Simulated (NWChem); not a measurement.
# C2H5N (N-methylmethanimine) at 6 levels

Aim: a comparison of 6 runs (B3LYP/6-31G, B3LYP/6-31G*, PBE0/def2-SVP, B3LYP/6-311+G**, B2PLYP/cc-pVTZ) of C2H5N (N-methylmethanimine). 

The calculation is run with NWChem 7.3.0.

## Step 1: The system as given

The species is C2H5N (8 atoms), meant as a singlet with charge 0. SMILES: `C=NC`. The coordinates come from a PBE0-D4/def2-TZVP relaxation.

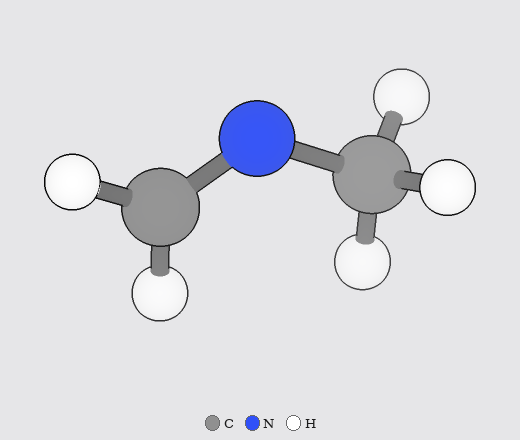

Viewed from a chosen angle; carbon grey, nitrogen blue, hydrogen white.

## Step 2: Energy and gradient at B3LYP/6-31G (run 1)

mymol.nw reads:

```
start mymol
title "C2H5N B3LYP"
memory stack 880 mb heap 220 mb global 1100 mb

geometry units bohr noautosym nocenter noautoz
  C   -1.34227247   1.41464898  -1.49156083
  N    0.84281785   0.59224017  -1.05522307
  C    1.17862218  -1.06580553   1.07355341
  H   -2.99559385   0.93012320  -0.32862337
  H   -1.64897502   2.67169479  -3.09329269
  H   -0.57239804  -1.43468007   2.13104415
  H    1.95813421  -2.86123433   0.41196030
  H    2.57966513  -0.24679823   2.35214211
end

basis spherical bse
  * library 6-31G
end

dft
  xc b3lyp
  grid xfine
  convergence energy 1e-08
  iterations 100
  mulliken
  print low
end

task dft gradient
```

On the command line:

```sh
nwchem mymol.nw > mymol.out
```

What it wrote:

```text
[...]
 d= 0,ls=0.0,diis     1   -133.8516034843 -2.06D+02  2.54D-02  3.38D-01     1.4
[...]
 d= 0,ls=0.0,diis    10   -133.8976700510 -4.62D-09  6.16D-07  2.34D-10    11.1
         Total DFT energy =     -133.897670051016
      One electron energy =     -322.756325418661
           Coulomb energy =      135.948405039116
    Exchange-Corr. energy =      -19.603004010759
 Nuclear repulsion energy =       72.513254339287
[...]
      Total Density - Mulliken Population Analysis
     ---------------------------------------------
    Atom       Charge   Shell Charges
 -----------   ------   -------------------------------------------------------
    1 C    6     6.13   2.00  0.72  2.07  0.50  0.83
    2 N    7     7.26   2.00  0.82  2.42  0.89  1.14
    3 C    6     6.31   2.00  0.69  2.14  0.61  0.87
    4 H    1     0.89   0.54  0.35
    5 H    1     0.86   0.54  0.32
    6 H    1     0.88   0.54  0.35
    7 H    1     0.83   0.54  0.30
    8 H    1     0.83   0.54  0.30
[...]
                         DFT ENERGY GRADIENTS
    atom               coordinates                        gradient
                 x          y          z           x          y          z
   1 C      -1.342272   1.414649  -1.491561    0.025981  -0.014327   0.011271
   2 N       0.842818   0.592240  -1.055223   -0.021507   0.002412   0.003461
   3 C       1.178622  -1.065806   1.073553   -0.008197   0.009737  -0.010614
   4 H      -2.995594   0.930123  -0.328623    0.001770  -0.000988   0.000772
   5 H      -1.648975   2.671695  -3.093293    0.001583   0.000333  -0.000966
   6 H      -0.572398  -1.434680   2.131044    0.001455   0.001157  -0.001985
   7 H       1.958134  -2.861234   0.411960   -0.000319   0.001882  -0.000214
   8 H       2.579665  -0.246798   2.352142   -0.000767  -0.000205  -0.001724
 Task  times  cpu:       12.9s     wall:       12.9s
 Total times  cpu:       13.0s     wall:       13.0s
```

Wall time 14 s (1 thread of Intel Xeon Platinum 8488C (Sapphire Rapids), shared host); peak memory 0.14 GiB.

## Step 3: Energy and forces at B3LYP/6-31G(d) (spherical functions) (run 2)

c2h5n.nw reads:

```
start c2h5n
memory total 2200 mb
charge 0
geometry units angstroms noautosym nocenter noautoz
C       -0.710300       0.748600      -0.789300
N        0.446000       0.313400      -0.558400
C        0.623700      -0.564000       0.568100
H       -1.585200       0.492200      -0.173900
H       -0.872600       1.413800      -1.636900
H       -0.302900      -0.759200       1.127700
H        1.036200      -1.514100       0.218000
H        1.365100      -0.130600       1.244700
end
basis spherical bse
C library 6-31G*
N library 6-31G*
H library 6-31G*
end
dft
xc b3lyp
grid xfine
convergence energy 1e-08
iterations 100
mulliken
end
task dft gradient
```

On the command line:

```sh
nwchem c2h5n.nw > c2h5n.out
```

What it wrote:

```text
[...]
          Wavefunction type:  closed shell.
          No. of atoms     :     8
          No. of electrons :    24
[...]
          Charge           :     0
          Spin multiplicity:     1
[...]
          AO basis - number of functions:    52
[...]
              XC Information
              --------------
                         B3LYP Method XC Potential
                     Hartree-Fock (Exact) Exchange  0.200
                        Slater Exchange Functional  0.800 local
                    Becke 1988 Exchange Functional  0.720 non-local
              Lee-Yang-Parr Correlation Functional  0.810
                  VWN I RPA Correlation Functional  0.190 local
[...]
 d= 0,ls=0.0,diis     1   -133.8956476526 -2.06D+02  1.58D-02  3.34D-01     1.9
[...]
 d= 0,ls=0.0,diis    10   -133.9390830231 -5.31D-09  3.75D-07  3.75D-10    16.2
         Total DFT energy =     -133.939083023070
      One electron energy =     -322.983551828785
           Coulomb energy =      136.149121599087
    Exchange-Corr. energy =      -19.617912347065
 Nuclear repulsion energy =       72.513259553693
[...]
      Total Density - Mulliken Population Analysis
     ---------------------------------------------
    Atom       Charge   Shell Charges
 -----------   ------   -------------------------------------------------------
    1 C    6     6.15   2.00  0.70  2.04  0.52  0.84  0.05
    2 N    7     7.25   2.00  0.81  2.40  0.83  1.16  0.04
    3 C    6     6.33   2.00  0.68  2.12  0.58  0.90  0.05
    4 H    1     0.88   0.53  0.35
    5 H    1     0.85   0.53  0.32
    6 H    1     0.88   0.53  0.34
    7 H    1     0.83   0.53  0.31
    8 H    1     0.83   0.53  0.31
[...]
  wavefunction    = closed shell
                         DFT ENERGY GRADIENTS
    atom               coordinates                        gradient
                 x          y          z           x          y          z
   1 C      -1.342272   1.414649  -1.491561    0.010214  -0.003804   0.001936
   2 N       0.842818   0.592240  -1.055223   -0.012353   0.000294   0.003511
   3 C       1.178622  -1.065805   1.073553   -0.001100   0.002634  -0.003229
   4 H      -2.995594   0.930123  -0.328623    0.002467  -0.000524  -0.000064
   5 H      -1.648975   2.671695  -3.093292    0.001173  -0.001173   0.001194
   6 H      -0.572398  -1.434680   2.131044    0.001573   0.001129  -0.001988
   7 H       1.958134  -2.861234   0.411960   -0.000641   0.002256   0.000443
   8 H       2.579665  -0.246798   2.352142   -0.001333  -0.000811  -0.001803
[...]
```

It took 20 s on 1 thread of Intel Xeon Platinum 8488C (Sapphire Rapids), shared host; peak memory 0.14 GiB.

Runs 3 to 5 aren't shown in full; the table further down has their settings and results.

## Step 4: The energy at B2PLYP/cc-pVTZ (run 6)

c2h5n.nw reads:

```
start c2h5n
memory total 2200 mb
geometry units angstroms noautosym nocenter noautoz
  C    -0.710300    0.748600   -0.789300
  N     0.446000    0.313400   -0.558400
  C     0.623700   -0.564000    0.568100
  H    -1.585200    0.492200   -0.173900
  H    -0.872600    1.413800   -1.636900
  H    -0.302900   -0.759200    1.127700
  H     1.036200   -1.514100    0.218000
  H     1.365100   -0.130600    1.244700
end
basis spherical bse
  C library cc-pVTZ
  N library cc-pVTZ
  H library cc-pVTZ
end
dft
  xc hfexch 0.53 becke88 0.47 lyp 0.73 mp2 0.27
  dftmp2 semidirect
  grid fine
  convergence energy 1e-08
  maxiter 100
  mulliken
  print medium
end
mp2
  freeze core 3
end
task dft energy
```

On the command line:

```sh
nwchem c2h5n.nw > c2h5n.out
```

What it wrote:

```text
[...]
          Wavefunction type:  closed shell.
          No. of atoms     :     8
          No. of electrons :    24
[...]
          Charge           :     0
          Spin multiplicity:     1
[...]
          AO basis - number of functions:   160
[...]
              XC Information
              --------------
                     Hartree-Fock (Exact) Exchange  0.530
                    Becke 1988 Exchange Functional  0.470
              Lee-Yang-Parr Correlation Functional  0.730
[...]
 d= 0,ls=0.0,diis     1   -133.6504322615 -2.06D+02  2.56D-03  3.17D-01     6.3
[...]
 d= 0,ls=0.0,diis    10   -133.6905760468 -2.46D-09  2.60D-07  2.94D-09    56.7
         Total DFT energy =     -133.690576046832
      One electron energy =     -322.889221743060
           Coulomb energy =      135.993526126227
    Exchange-Corr. energy =      -19.308139983692
 Nuclear repulsion energy =       72.513259553693
[...]
      Total Density - Mulliken Population Analysis
     ---------------------------------------------
    Atom       Charge   Shell Charges
 -----------   ------   -------------------------------------------------------
    1 C    6     6.11   1.96  0.18  0.81  0.34  0.84  1.36  0.52  0.03  0.06  0.01
    2 N    7     7.18   1.95  0.22  0.93  0.42  0.99  1.76  0.85  0.01  0.05  0.00
    3 C    6     6.14   1.96  0.17  0.80  0.31  0.85  1.47  0.49  0.02  0.06  0.01
    4 H    1     0.94   0.27  0.50  0.14  0.01  0.01  0.00
    5 H    1     0.88   0.27  0.48  0.10  0.01  0.01  0.00
    6 H    1     0.95   0.27  0.50  0.15  0.01  0.02  0.00
    7 H    1     0.90   0.27  0.49  0.11  0.01  0.02  0.00
    8 H    1     0.90   0.27  0.49  0.11  0.01  0.02  0.00
[...]
  Basis functions       =    160
[...]
```

Run time: 68 s. Hardware: 1 thread of Intel Xeon Platinum 8488C (Sapphire Rapids), shared host; peak memory 0.75 GiB.

## Step 5: Overview of the runs

```csv
run,level,Cartesian functions,integration grid,energy (Eh),largest force (eV/Å),wall time
1,B3LYP/6-31G,no,xfine,-133.897670,1.632,14 s
2,B3LYP/6-31G* (spherical functions),no,xfine,-133.939083,0.661,20 s
3,B3LYP/6-31G* (Cartesian functions),yes,xfine,-133.942043,0.667,21 s
4,PBE0/def2-SVP,no,xfine,-133.675543,0.427,24 s
5,B3LYP/6-311+G**,no,fine,-133.983754,0.448,21 s
6,B2PLYP/cc-pVTZ,no,fine,-133.869094,–,68 s
```

## Step 6: Results

```
                                  quantity          value
                       run 6: total energy  -133.86909 Eh
           run 6: dipole moment (SCF part)         1.53 D
  run 6: HOMO energy (SCF part's orbitals)       -8.74 eV
  run 6: LUMO energy (SCF part's orbitals)        1.43 eV
run 6: HOMO–LUMO gap (SCF part's orbitals)       10.17 eV
```

Over runs 2, 3, 4, 5, 6 the dipole moment (its size) runs from 1.40 D (B3LYP/6-31G*) to 1.60 D (B3LYP/6-311+G**). Over runs 2, 4, 5, 6 the HOMO–LUMO gap runs from 6.46 eV (B3LYP/6-311+G**) to 10.17 eV (B2PLYP/cc-pVTZ). The two ends differ in method and basis. A double hybrid's value is that of its SCF part. Totals of different functionals can't be ranked against each other. All runs together took 2.8 min, the longest 68 s.
